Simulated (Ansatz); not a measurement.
**C2H2ClIn: a spread of methods and bases**

Aim: run C2H2ClIn under a spread of inputs, and see what each costs and gives.

Computed with Ansatz 0.2.0, Gaussian basis. Level: the settings change from run to run.

### 1 The relaxed structure

An earlier PBE0-D4 in a triple-zeta def2 set relaxation fixed the geometry. In takes a core potential in def2 sets; no spin-orbit term is included.

SMILES `C#[C][InH][Cl]`, 6 atoms, charge 0, spin multiplicity 1.

Atoms are counted from 1 here; the program's logs count them from 0.

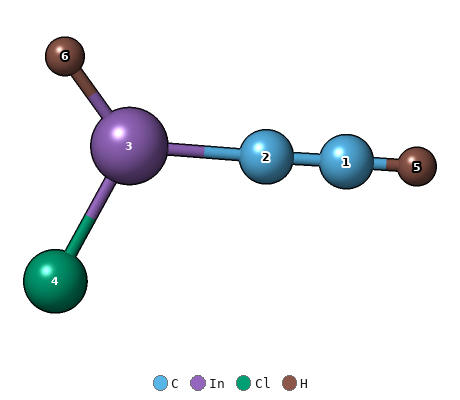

The geometry (carbon blue, indium purple, chlorine teal, hydrogen brown); atoms are numbered from 1 in the order of the file.

Geometry (Å):

```xyz
6
C2H2ClIn
C     1.52820   -1.08645   -0.70709
C     0.65406   -0.39597   -0.23930
In   -0.81828    0.80520    0.58393
Cl   -2.94130    0.33634   -0.25170
H     2.29361   -1.70046   -1.12534
H    -0.71629    2.04134    1.73949
```

### 2 PBE0-DH/def2-SVP

Set apart from the defaults: unrestricted orbitals, density fitting with def2-universal-jkfit.

Input file in.yaml:

```yaml
crystal:
  periodic: [false, false, false]
  atoms:
    - {symbol: C, position_ang: [1.528197, -1.086454, -0.707092]}
    - {symbol: C, position_ang: [0.654058, -0.395971, -0.239298]}
    - {symbol: In, position_ang: [-0.818276, 0.805201, 0.583930]}
    - {symbol: Cl, position_ang: [-2.941304, 0.336341, -0.251700]}
    - {symbol: H, position_ang: [2.293607, -1.700463, -1.125341]}
    - {symbol: H, position_ang: [-0.716293, 2.041336, 1.739490]}
basis:
  gaussian: {orbitals: def2-SVP, fitting: {mean_field: def2-universal-jkfit}}
magnetization: {spin_polarized: true, initial_magnetization: 0}
hamiltonian: {xc: {name: PBE0-DH}}
output: {forces: true}
```

Command:

```sh
> ansatz run in.yaml --threads 2 --pin off --events-out ev --progress --plain --max-ram 20480MiB --backend cpu
```

The log of the run, shortened:

```text
Functional definition: PBE0-DH
  name "PBE0-DH"
  cite "Brémond & Adamo, J. Chem. Phys. 135, 024106 (2011) doi:10.1063/1.3604569"
  cite "Perdew, Burke & Ernzerhof, Phys. Rev. Lett. 77, 3865 (1996) doi:10.1103/PhysRevLett.77.3865"
[...]
532 factors; integrals over basis functions are off by at most 3.6e-1 eV
[...]
mean field -19784.10342020 eV, -727.0523905454 hartree, gradient 2.5e-6 eV, S^2 0.000000; 0 other end points of the search recorded, 0 dependent functions left out
11 core orbitals not correlated: weight in the atoms' cores, before any rotation towards them, 1.000 or more for the frozen orbitals, at most 0.000 for the correlated occupied ones
reference -19784.10344218 eV, -727.0523913533 hartree; 15, 15 occupied and 56, 56 virtual orbitals, 532 factors
second order -15.97456909 eV of doubles, -0.00000000 eV of singles
[...]
Total energy: -19786.10026332 eV, -727.1257731766 hartree
Atom 0 at     1.528197    -1.086454    -0.707092 Å, force     0.535515    -0.428926    -0.292022 eV/Å
Atom 1 at     0.654058    -0.395971    -0.239298 Å, force    -0.556481     0.479043     0.334114 eV/Å
Atom 2 at    -0.818276     0.805201     0.583930 Å, force     0.034669     0.102262     0.100622 eV/Å
Atom 3 at    -2.941304     0.336341    -0.251700 Å, force    -0.228012    -0.037217    -0.077692 eV/Å
Atom 4 at     2.293607    -1.700463    -1.125341 Å, force     0.194531    -0.155080    -0.105448 eV/Å
Atom 5 at    -0.716293     2.041336     1.739490 Å, force     0.019777     0.039919     0.040427 eV/Å
Dipole moment:     0.516897     0.092815     0.183860 e Å
```

Wall time 4.6 s (2 threads of AMD EPYC 7R13, shared host).

Largest force 0.807 eV/Å, dipole 2.67 D, ⟨S²⟩ 0.000.

### 3 B3LYP5/STO-3G

This run has unrestricted orbitals, a point charge of 0.50 e beside it, high accuracy.

Changes to in.yaml since step 2:

```diff
@@ -10,5 +10,6 @@
 basis:
-  gaussian: {orbitals: def2-SVP, fitting: {mean_field: def2-universal-jkfit}}
+  gaussian: {orbitals: STO-3G, point_charges: [{charge: 0.50, position_ang: [5.561, 0.930, -0.500]}]}
 magnetization: {spin_polarized: true, initial_magnetization: 0}
-hamiltonian: {xc: {name: PBE0-DH}}
+hamiltonian: {xc: {name: B3LYP5}}
+accuracy: high
 output: {forces: true}
```

The command is unchanged.

The log of the run, shortened:

```text
Functional definition: B3LYP5
  name "B3LYP5"
  cite "Stephens, Devlin, Chabalowski & Frisch, J. Phys. Chem. 98, 11623 (1994) doi:10.1021/j100096a001"
  cite "Becke, Phys. Rev. A 38, 3098 (1988) doi:10.1103/PhysRevA.38.3098"
  cite "Lee, Yang & Parr, Phys. Rev. B 37, 785 (1988) doi:10.1103/PhysRevB.37.785"
  cite "Vosko, Wilk & Nusair, Can. J. Phys. 58, 1200 (1980) doi:10.1139/p80-159"
[...]
914 factors; integrals over basis functions are off by at most 7.6e-9 eV
[...]
mean field -169151.55980088 eV, -6216.2051676369 hartree, gradient 3.0e-8 eV, S^2 0.000000; 0 other end points of the search recorded, 0 dependent functions left out
[...]
reference -169151.55983498 eV, -6216.2051688902 hartree; 40, 40 occupied and 8, 8 virtual orbitals, 914 factors
Total energy: -169151.55983498 eV, -6216.2051688902 hartree
Atom 0 at     1.528197    -1.086454    -0.707092 Å, force     0.026892     0.026676     0.002745 eV/Å
Atom 1 at     0.654058    -0.395971    -0.239298 Å, force    -2.298399     1.919247     1.276933 eV/Å
Atom 2 at    -0.818276     0.805201     0.583930 Å, force     1.107883    -0.239051     0.056228 eV/Å
Atom 3 at    -2.941304     0.336341    -0.251700 Å, force     0.850887     0.175163     0.314403 eV/Å
Atom 4 at     2.293607    -1.700463    -1.125341 Å, force     0.451943    -0.424685    -0.272173 eV/Å
Atom 5 at    -0.716293     2.041336     1.739490 Å, force    -0.132073    -1.452267    -1.377733 eV/Å
Dipole moment:     0.389887     0.191756     0.262958 e Å
```

It took 3.6 s on 2 threads of AMD EPYC 7R13, shared host.

Largest force 3.255 eV/Å, dipole 2.44 D, ⟨S²⟩ 0.000.

### 4 wB97X-V/STO-3G

Options: coordinates scaled by 1.25, the search for lower states set to off.

Input file in.yaml:

```yaml
crystal:
  periodic: [false, false, false]
  atoms:
    - {symbol: C, position_ang: [1.910247, -1.358067, -0.883865]}
    - {symbol: C, position_ang: [0.817573, -0.494964, -0.299122]}
    - {symbol: In, position_ang: [-1.022845, 1.006501, 0.729913]}
    - {symbol: Cl, position_ang: [-3.676630, 0.420426, -0.314624]}
    - {symbol: H, position_ang: [2.867009, -2.125578, -1.406677]}
    - {symbol: H, position_ang: [-0.895366, 2.551670, 2.174363]}
basis:
  gaussian: {orbitals: STO-3G}
hamiltonian: {xc: {name: wB97X-V}}
scf: {lower_state_search: off}
output: {forces: true}
```

Launched as before.

The log of the run, shortened:

```text
Functional definition: wB97X-V
  name "wB97X-V"
  cite "Mardirossian & Head-Gordon, Phys. Chem. Chem. Phys. 16, 9904 (2014) doi:10.1039/C3CP54374A"
  cite "Becke, J. Chem. Phys. 107, 8554 (1997) doi:10.1063/1.475007"
  cite "Vydrov & Van Voorhis, J. Chem. Phys. 133, 244103 (2010) doi:10.1063/1.3521275"
[...]
      + integral(e_c_pw_opposite_spin*poly(b97_u_opposite, cos0, cos1)) + vv10(b, c)
[...]
616 factors; integrals over basis functions are off by at most 3.1e-5 eV
146 factors; integrals over basis functions are off by at most 1.2e-6 eV
[...]
mean field -169141.72738956 eV, -6215.8438331859 hartree, gradient 8.5e-6 eV, S^2 0.000000; 0 other end points of the search recorded, 0 dependent functions left out
[...]
reference -169141.72738833 eV, -6215.8438331404 hartree; 40, 40 occupied and 8, 8 virtual orbitals, 616 factors
Total energy: -169141.72738833 eV, -6215.8438331404 hartree
Atom 0 at     1.910247    -1.358067    -0.883865 Å, force    -8.344046     6.555556     4.433027 eV/Å
Atom 1 at     0.817573    -0.494964    -0.299122 Å, force     9.240208    -7.236318    -4.887048 eV/Å
Atom 2 at    -1.022845     1.006501     0.729913 Å, force    -0.070303    -0.490782    -0.464186 eV/Å
Atom 3 at    -3.676630     0.420426    -0.314624 Å, force     3.671406     0.781390     1.418018 eV/Å
Atom 4 at     2.867009    -2.125578    -1.406677 Å, force    -4.278764     3.423905     2.330161 eV/Å
Atom 5 at    -0.895366     2.551670     2.174363 Å, force    -0.218500    -3.033750    -2.829971 eV/Å
Dipole moment:     0.710268     0.411647     0.513709 e Å
Checks for a lower state left out: stability, starts, cluster_reference, orbital_swaps, neighbouring_geometries, increment
```

Wall time 2.2 s (2 threads of AMD EPYC 7R13, shared host).

Largest force 12.713 eV/Å, dipole 4.65 D.

### 5 BHLYP/def2-TZVP

Set apart from the defaults: a point charge of 1.00 e beside it, D3(BJ) dispersion.

Input file in.yaml:

```yaml
crystal:
  periodic: [false, false, false]
  atoms:
    - {symbol: C, position_ang: [1.528197, -1.086454, -0.707092]}
    - {symbol: C, position_ang: [0.654058, -0.395971, -0.239298]}
    - {symbol: In, position_ang: [-0.818276, 0.805201, 0.583930]}
    - {symbol: Cl, position_ang: [-2.941304, 0.336341, -0.251700]}
    - {symbol: H, position_ang: [2.293607, -1.700463, -1.125341]}
    - {symbol: H, position_ang: [-0.716293, 2.041336, 1.739490]}
basis:
  gaussian: {orbitals: def2-TZVP, point_charges: [{charge: 1.00, position_ang: [7.269, 0.347, 0.165]}]}
hamiltonian: {xc: {name: BHLYP}, dispersion: d3bj}
output: {forces: true}
```

Same command.

The log of the run, shortened:

```text
Functional definition: BHLYP
  name "BHLYP"
  cite "Becke, J. Chem. Phys. 98, 1372 (1993) doi:10.1063/1.464304"
  cite "Becke, Phys. Rev. A 38, 3098 (1988) doi:10.1103/PhysRevA.38.3098"
  cite "Lee, Yang & Parr, Phys. Rev. B 37, 785 (1988) doi:10.1103/PhysRevB.37.785"
[...]
1344 factors; their error is unknown
[...]
mean field -19799.96172767 eV, -727.6351725958 hartree, gradient 2.8e-5 eV, S^2 0.000000; 0 other end points of the search recorded, 0 dependent functions left out
[...]
reference -19799.96191283 eV, -727.6351794004 hartree; 26, 26 occupied and 135, 135 virtual orbitals, 1344 factors
Total energy: -19800.17705932 eV, -727.6430858879 hartree
Atom 0 at     1.528197    -1.086454    -0.707092 Å, force    -0.488285     0.483223     0.326281 eV/Å
Atom 1 at     0.654058    -0.395971    -0.239298 Å, force     1.097276    -0.749188    -0.506989 eV/Å
Atom 2 at    -0.818276     0.805201     0.583930 Å, force    -0.459174     0.151416     0.090246 eV/Å
Atom 3 at    -2.941304     0.336341    -0.251700 Å, force     0.130967     0.004764     0.022372 eV/Å
Atom 4 at     2.293607    -1.700463    -1.125341 Å, force    -0.357754     0.155042     0.106068 eV/Å
Atom 5 at    -0.716293     2.041336     1.739490 Å, force     0.081087    -0.050793    -0.041322 eV/Å
Dipole moment:     0.342427     0.133864     0.210921 e Å
```

Wall time 3.6 s (2 threads of AMD EPYC 7R13, shared host).

Largest force 1.422 eV/Å, dipole 2.04 D.

### 6 B97M-V/def2-TZVPD

Set apart from the defaults: density fitting with def2-universal-jkfit.

Changes to in.yaml since step 5:

```diff
@@ -10,4 +10,3 @@
 basis:
-  gaussian: {orbitals: def2-TZVP, point_charges: [{charge: 1.00, position_ang: [7.269, 0.347, 0.165]}]}
-hamiltonian: {xc: {name: BHLYP}, dispersion: d3bj}
-output: {forces: true}
+  gaussian: {orbitals: def2-TZVPD, fitting: {mean_field: def2-universal-jkfit}}
+hamiltonian: {xc: {name: B97M-V}}
```

The command is unchanged.

The log of the run, shortened:

```text
Functional definition: B97M-V
  name "B97M-V"
  cite "Mardirossian & Head-Gordon, J. Chem. Phys. 142, 074111 (2015) doi:10.1063/1.4907719"
  cite "Becke, J. Chem. Phys. 107, 8554 (1997) doi:10.1063/1.475007"
  cite "Vydrov & Van Voorhis, J. Chem. Phys. 133, 244103 (2010) doi:10.1063/1.3521275"
  # Of w^i u^j: cxij and so on, Table III.
[...]
  gx(w, u) = cx00 + cx01*u + cx02*u^2 + (cx10 + cx11*u)*w
  gss(w, u) = css00 + css02*u^2 + css10*w + (css32*w^3 + css42*w^4)*u^2
  gos(w, u) = cos00 + cos01*u + cos03*u^3 + cos10*w + cos32*w^3*u^2
[...]
      + integral(e_c_pw_mod_opposite_spin*gos(b97_w_opposite, b97_u_opposite)) + vv10(b, c)
532 factors; integrals over basis functions are off by at most 6.3e-1 eV
[...]
mean field -19800.40793440 eV, -727.6515703906 hartree, gradient 1.1e-5 eV, S^2 0.000000; 0 other end points of the search recorded, 0 dependent functions left out
reference -19800.40802978 eV, -727.6515738959 hartree; 26, 26 occupied and 168, 168 virtual orbitals, 532 factors
Total energy: -19800.40802978 eV, -727.6515738959 hartree
```

It took 9 s on 2 threads of AMD EPYC 7R13, shared host.

### 7 wB97/x2c-TZVPPall

Options: unrestricted orbitals.

Changes to in.yaml since step 6:

```diff
@@ -10,3 +10,5 @@
 basis:
-  gaussian: {orbitals: def2-TZVPD, fitting: {mean_field: def2-universal-jkfit}}
-hamiltonian: {xc: {name: B97M-V}}
+  gaussian: {orbitals: x2c-TZVPPall}
+magnetization: {spin_polarized: true, initial_magnetization: 0}
+hamiltonian: {xc: {name: wB97}}
+output: {forces: true}
```

Same command.

The log of the run, shortened:

```text
Functional definition: wB97
  name "wB97"
  cite "Chai & Head-Gordon, J. Chem. Phys. 128, 084106 (2008) doi:10.1063/1.2834918"
  cite "Becke, J. Chem. Phys. 107, 8554 (1997) doi:10.1063/1.475007"
[...]
  # The coefficients of nought are those of the uniform gas.
[...]
      + integral(e_c_pw_opposite_spin*poly(b97_u_opposite, 1, cos1, cos2, cos3, cos4))
1328 factors; their error is unknown
310 factors; integrals over basis functions are off by at most 4.5e-5 eV
[...]
mean field -174715.09291503 eV, -6420.6612384840 hartree, gradient 7.8e-5 eV, S^2 0.000000; 0 other end points of the search recorded, 0 dependent functions left out
[...]
reference -174715.09290412 eV, -6420.6612380831 hartree; 40, 40 occupied and 152, 152 virtual orbitals, 1328 factors
Total energy: -174715.09290412 eV, -6420.6612380831 hartree
Relativity: scalar
Atom 0 at     1.528197    -1.086454    -0.707092 Å, force    -0.275005     0.207540     0.138260 eV/Å
Atom 1 at     0.654058    -0.395971    -0.239298 Å, force     0.233600    -0.160205    -0.102600 eV/Å
Atom 2 at    -0.818276     0.805201     0.583930 Å, force    -0.138123     0.039061     0.009601 eV/Å
Atom 3 at    -2.941304     0.336341    -0.251700 Å, force     0.119075     0.029828     0.050094 eV/Å
Atom 4 at     2.293607    -1.700463    -1.125341 Å, force     0.058754    -0.045603    -0.030740 eV/Å
Atom 5 at    -0.716293     2.041336     1.739490 Å, force     0.001699    -0.070620    -0.064615 eV/Å
Dipole moment:     0.525067     0.096500     0.188803 e Å
```

Run time: 14 s. Hardware: 2 threads of AMD EPYC 7R13, shared host; peak memory 0.54 GiB.

Largest force 0.371 eV/Å, dipole 2.72 D, ⟨S²⟩ 0.000.

### 8 BLYP/def2-SVPD

Set apart from the defaults: multiplicity 3, atoms shaken by 0.15 Å, finite nuclei.

Input file in.yaml:

```yaml
crystal:
  periodic: [false, false, false]
  atoms:
    - {symbol: C, position_ang: [1.544496, -1.172627, -0.498390]}
    - {symbol: C, position_ang: [0.454005, -0.550076, -0.227233]}
    - {symbol: In, position_ang: [-0.898775, 0.866307, 0.476871]}
    - {symbol: Cl, position_ang: [-2.999535, 0.217654, -0.279950]}
    - {symbol: H, position_ang: [2.283682, -1.708942, -0.970040]}
    - {symbol: H, position_ang: [-0.630045, 1.938093, 1.793153]}
basis:
  gaussian: {orbitals: def2-SVPD, nuclear_model: gaussian}
magnetization: {spin_polarized: true, initial_magnetization: 2}
hamiltonian: {xc: {name: BLYP}}
output: {forces: true}
```

Launched as before.

The log of the run, shortened:

```text
Functional definition: BLYP
  name "BLYP"
  cite "Becke, Phys. Rev. A 38, 3098 (1988) doi:10.1103/PhysRevA.38.3098"
  cite "Lee, Yang & Parr, Phys. Rev. B 37, 785 (1988) doi:10.1103/PhysRevB.37.785"
[...]
1095 factors; their error is unknown
[...]
mean field -19790.42870397 eV, -727.2848404365 hartree, gradient 4.3e-6 eV, S^2 2.003614; 10 other end points of the search recorded, 0 dependent functions left out
[...]
reference -19790.42906059 eV, -727.2848535421 hartree; 27, 25 occupied and 88, 90 virtual orbitals, 1095 factors
Total energy: -19790.42906059 eV, -727.2848535421 hartree
Atom 0 at     1.544496    -1.172627    -0.498390 Å, force    -0.874833    -0.032748     0.622365 eV/Å
Atom 1 at     0.454005    -0.550076    -0.227233 Å, force    -0.396635     0.262758     0.645832 eV/Å
Atom 2 at    -0.898775     0.866307     0.476871 Å, force     1.059259     1.430914     0.087873 eV/Å
Atom 3 at    -2.999535     0.217654    -0.279950 Å, force    -1.628541    -0.530499    -0.380410 eV/Å
Atom 4 at     2.283682    -1.708942    -0.970040 Å, force     1.940110    -0.956507    -1.202655 eV/Å
Atom 5 at    -0.630045     1.938093     1.793153 Å, force    -0.099360    -0.173919     0.226995 eV/Å
Dipole moment:     0.629529    -0.191585     0.016118 e Å
```

It took 18 s on 2 threads of AMD EPYC 7R13, shared host.

Largest force 2.475 eV/Å, dipole 3.16 D, ⟨S²⟩ 2.004.

### 9 wB97M-V/x2c-TZVPPall

This run has high accuracy.

Input file in.yaml:

```yaml
crystal:
  periodic: [false, false, false]
  atoms:
    - {symbol: C, position_ang: [1.528197, -1.086454, -0.707092]}
    - {symbol: C, position_ang: [0.654058, -0.395971, -0.239298]}
    - {symbol: In, position_ang: [-0.818276, 0.805201, 0.583930]}
    - {symbol: Cl, position_ang: [-2.941304, 0.336341, -0.251700]}
    - {symbol: H, position_ang: [2.293607, -1.700463, -1.125341]}
    - {symbol: H, position_ang: [-0.716293, 2.041336, 1.739490]}
basis:
  gaussian: {orbitals: x2c-TZVPPall}
hamiltonian: {xc: {name: wB97M-V}}
accuracy: high
```

Launched as before.

The log of the run, shortened:

```text
Functional definition: wB97M-V
  name "wB97M-V"
  cite "Mardirossian & Head-Gordon, J. Chem. Phys. 144, 214110 (2016) doi:10.1063/1.4952647"
  cite "Becke, J. Chem. Phys. 107, 8554 (1997) doi:10.1063/1.475007"
  cite "Vydrov & Van Voorhis, J. Chem. Phys. 133, 244103 (2010) doi:10.1063/1.3521275"
  # Of w^i u^j: cxij and so on, Table III.
[...]
  gx(w, u) = 1 - cx + cx01*u + cx10*w
  gss(w, u) = css00 + css04*u^4 + css10*w + css20*w^2 + css43*w^4*u^3
  gos(w, u) = cos00 + cos10*w + (cos20 + cos21*u)*w^2 + (cos60 + cos61*u)*w^6
[...]
      + integral(e_c_pw_mod_opposite_spin*gos(b97_w_opposite, b97_u_opposite)) + vv10(b, c)
3100 factors; integrals over basis functions are off by at most 5.8e-8 eV
482 factors; integrals over basis functions are off by at most 2.5e-9 eV
[...]
mean field -174688.22291778 eV, -6419.6737842981 hartree, gradient 3.4e-8 eV, S^2 0.000000; 0 other end points of the search recorded, 0 dependent functions left out
reference -174688.22292263 eV, -6419.6737844763 hartree; 40, 40 occupied and 152, 152 virtual orbitals, 3100 factors
Total energy: -174688.22292263 eV, -6419.6737844763 hartree
Relativity: scalar
```

Run time: 54 s. Hardware: 2 threads of AMD EPYC 7R13, shared host; peak memory 1.4 GiB.

### 10 B2GP-PLYP/ANO-RCC-VTZP

Set apart from the defaults: multiplicity 3, atoms shaken by 0.15 Å.

Input file in.yaml:

```yaml
crystal:
  periodic: [false, false, false]
  atoms:
    - {symbol: C, position_ang: [1.588486, -1.137980, -0.338639]}
    - {symbol: C, position_ang: [0.779489, -0.323793, -0.388483]}
    - {symbol: In, position_ang: [-0.793427, 0.611223, 0.520991]}
    - {symbol: Cl, position_ang: [-3.067036, 0.031346, -0.306843]}
    - {symbol: H, position_ang: [2.336102, -1.577637, -1.057728]}
    - {symbol: H, position_ang: [-0.765654, 1.996143, 1.767101]}
basis:
  gaussian: {orbitals: ANO-RCC-VTZP}
magnetization: {spin_polarized: true, initial_magnetization: 2}
hamiltonian: {xc: {name: B2GP-PLYP}}
output: {forces: true}
```

Launched as before.

The log of the run, shortened:

```text
Functional definition: B2GP-PLYP
  name "B2GP-PLYP"
  cite "Karton, Tarnopolsky, Lamère, Schatz & Martin, J. Phys. Chem. A 112, 12868 (2008) doi:10.1021/jp801805p"
  cite "Becke, Phys. Rev. A 38, 3098 (1988) doi:10.1103/PhysRevA.38.3098"
  cite "Lee, Yang & Parr, Phys. Rev. B 37, 785 (1988) doi:10.1103/PhysRevB.37.785"
[...]
1297 factors; integrals over basis functions are off by at most 8.2e-4 eV
[...]
mean field -174652.68566259 eV, -6418.3678142578 hartree, gradient 2.8e-6 eV, S^2 2.010829; 10 other end points of the search recorded, 0 dependent functions left out
25 core orbitals not correlated: weight in the atoms' cores, before any rotation towards them, 1.000 or more for the frozen orbitals, at most 0.000 for the correlated occupied ones
reference -174652.68580676 eV, -6418.3678195560 hartree; 16, 14 occupied and 149, 151 virtual orbitals, 1297 factors
second order -28.38794240 eV of doubles, -0.00000000 eV of singles
[...]
Total energy: -174662.90546602 eV, -6418.7433851068 hartree
Relativity: scalar
Atom 0 at     1.588486    -1.137980    -0.338639 Å, force    12.999777   -12.996896    -0.179276 eV/Å
Atom 1 at     0.779489    -0.323793    -0.388483 Å, force   -11.635489    11.703159    -0.942802 eV/Å
Atom 2 at    -0.793427     0.611223     0.520991 Å, force    -1.895056     1.386315     1.244842 eV/Å
Atom 3 at    -3.067036     0.031346    -0.306843 Å, force     1.286273     0.318802     0.374575 eV/Å
Atom 4 at     2.336102    -1.577637    -1.057728 Å, force    -0.686859     0.673249     0.682386 eV/Å
Atom 5 at    -0.765654     1.996143     1.767101 Å, force    -0.068645    -1.084629    -1.179724 eV/Å
Dipole moment:     0.936100    -0.077350     0.060521 e Å
```

Run time: 2.4 min. Hardware: 2 threads of AMD EPYC 7R13, shared host; peak memory 1.1 GiB.

Largest force 18.383 eV/Å, dipole 4.52 D, ⟨S²⟩ 2.011.

### 11 The runs in one table

```csv
level,charge,multiplicity,geometry,functions,energy (eV),time
PBE0-DH/def2-SVP,0,1,relaxed,82,-19786.100,4.6 s
B3LYP5/STO-3G,0,1,"relaxed, point charge",48,-169151.560,3.6 s
wB97X-V/STO-3G,0,1,scaled,48,-169141.727,2.2 s
BHLYP/def2-TZVP,0,1,"relaxed, point charge",161,-19800.177,3.6 s
B97M-V/def2-TZVPD,0,1,relaxed,194,-19800.408,9 s
wB97/x2c-TZVPPall,0,1,relaxed,192,-174715.093,14 s
BLYP/def2-SVPD,0,3,shaken,115,-19790.429,18 s
wB97M-V/x2c-TZVPPall,0,1,relaxed,192,-174688.223,54 s
B2GP-PLYP/ANO-RCC-VTZP,0,3,shaken,190,-174662.905,2.4 min
```

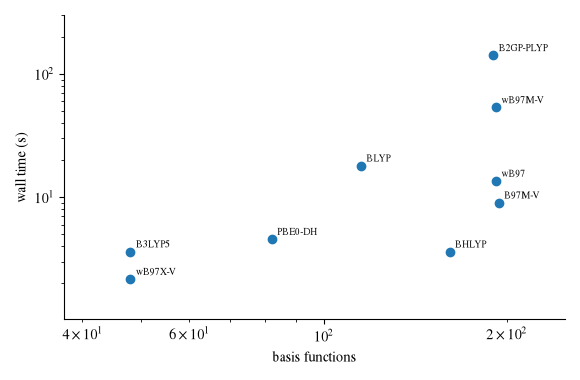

Wall time against the number of basis functions (shared host).

### 12 Results

```
                                         quantity                            value
                                             runs                                9
                                         quickest            wB97X-V/STO-3G, 2.2 s
                                          slowest  B2GP-PLYP/ANO-RCC-VTZP, 2.4 min
spread of total energies, same state and geometry                      154929.0 eV
                  dipole, same state and geometry                   2.67 to 2.72 D
```

Run time spans a factor of 65, from wB97X-V/STO-3G to B2GP-PLYP/ANO-RCC-VTZP. The jobs differ in tasks and options as well as level. The totals spread over 154929 eV; they can't be compared across methods or bases. Some of these runs are scalar-relativistic and others not, which shifts the totals of all-electron atoms past neon by eV; core potentials, where a basis has them, take the core out of the total altogether. At the PBE0-D4/def2-TZVP geometry and in the same state, runs without warnings or point charges leave forces up to 0.81 eV/Å (PBE0-DH/def2-SVP), against 12.7 eV/Å where the atoms were moved.
